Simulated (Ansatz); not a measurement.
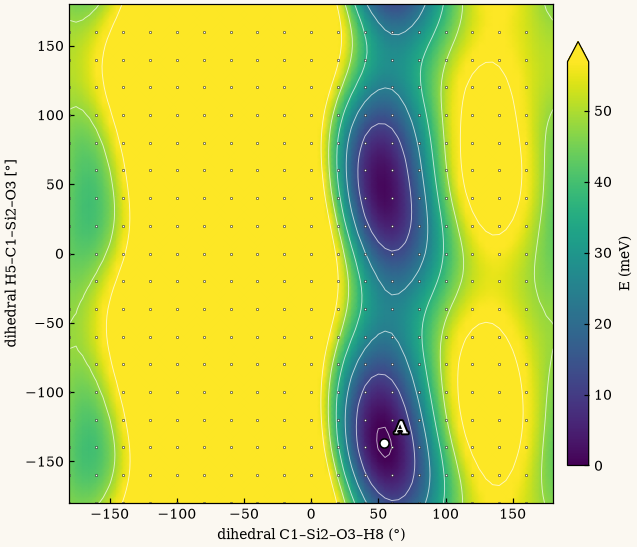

CH₄ClOSi, SMILES [CH2][SiH](O)Cl, spin multiplicity 2. Coordinates scanned: (1) dihedral C1–Si2–O3–H8; (2) dihedral H5–C1–Si2–O3. Nothing is relaxed (all other coordinates rigid). Grid: 18 × 18 points. Energies: meV, counted from the lowest grid point. The calculation used UKS PBE0-D4/def2-SVP in Ansatz.

In the figure: a smooth colour map with a few white contour lines, dots at the grid points, one colour for all values above the top of the scale, the well A. Between grid points the surface is interpolated.

> Where is the minimum, and how stiff is the well along each coordinate? Take the well at A.

The interpolated minimum is at dihedral C1–Si2–O3–H8 ≈ 54°, dihedral H5–C1–Si2–O3 ≈ −136°. The curvatures there are about 0.2 eV/rad² and 0.052 eV/rad², with a cross term of about 0.027 eV/rad². Round the minimum the valley is somewhat tilted: raising dihedral C1–Si2–O3–H8 shifts the best value of dihedral H5–C1–Si2–O3 downwards (coupling k₁₂/√(k₁₁k₂₂) about 0.3).
